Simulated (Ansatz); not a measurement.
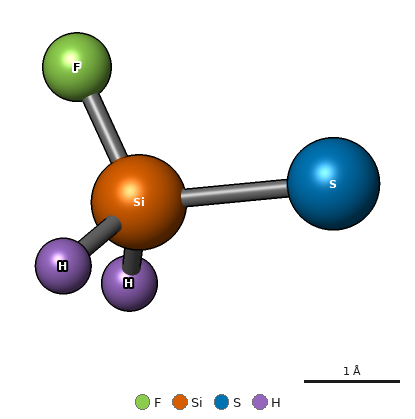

Starting structure of SiH$_{2}$SF (multiplicity 2) (coarse preliminary run). Style: ball-and-stick. Shown at a tilt.

The start comes from a force field.

Level of theory: UKS PBE-D4/def2-SVP (Ansatz 0.2.0).

Input file:
```yaml
crystal:
  periodic: [false, false, false]
  atoms:
    - {symbol: F, position_ang: [-0.361200, 0.004400, 1.580000]}
    - {symbol: Si, position_ang: [0.073800, -0.084400, 0.045800]}
    - {symbol: S, position_ang: [-1.207200, 1.111400, -1.204500]}
    - {symbol: H, position_ang: [0.062200, -1.491000, -0.381700]}
    - {symbol: H, position_ang: [1.482300, 0.386000, -0.081000]}
basis:
  gaussian: {orbitals: def2-SVP}
magnetization: {spin_polarized: true, initial_magnetization: 1}
hamiltonian: {xc: pbe, dispersion: d4}
relax: {f_tol: 0.03, max_steps: 200}
```

### Predict the outcome.

The energy falls by 0.075 eV in 3 geometry steps. The largest force component goes from 1.4 to 0.028 eV/Å. The largest move after the best rigid fit is that of H4, 0.086 Å. By element the largest moves are H 0.086 Å, S 0.073 Å, F 0.068 Å, Si 0.010 Å. Some distances before and after: Si2–S3 2.153 → 2.112 Å, F1–Si2 1.597 → 1.637 Å, Si2–H4 1.470 → 1.504 Å, Si2–H5 1.490 → 1.505 Å. Among the angles between lasting bonds that change: H4–Si2–H5 106.5° → 112.1°, F1–Si2–S3 111.4° → 115.3°, S3–Si2–H4 111.0° → 107.5°. The run took of the order of 11 core-seconds on a shared host.

History of the run:

| step | E − E(0), eV | largest force component, eV/Å |
| --- | --- | --- |
| 0 | 0.0000 | 1.3650 |
| 1 | -0.0619 | 0.9200 |
| 2 | -0.0649 | 0.7655 |
| 3 | -0.0750 | 0.0278 |

Final geometry:

```xyz
5

F    -0.3288   -0.0277    1.6304
Si    0.0762   -0.0747    0.0445
S    -1.1539    1.0713   -1.2345
H    -0.0190   -1.5081   -0.4022
H     1.4754    0.4656   -0.0796
```

The end point in the same view:

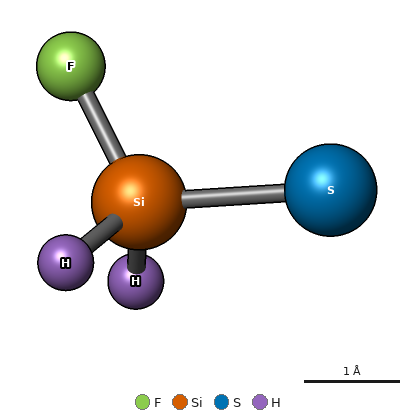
